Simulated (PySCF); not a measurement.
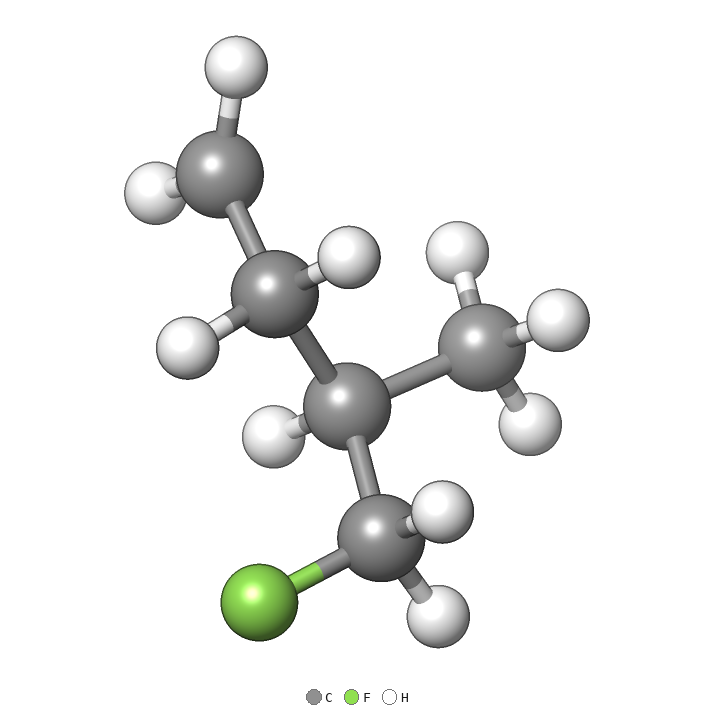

Charge 0, doublet. The geometry was computed by an optimisation with GFN2-xTB. No frequency run is at hand to confirm it as a minimum. Level of theory: UKS B3LYP, pcH-1 on C F H, non-relativistic (PySCF 2.14.0).

Predict the main results.

The species is C5H10F (`[CH2]C[C@@H](C)CF`).
- ⟨S²⟩ of the determinant: 0.754
- isotropic g value: 2.00267
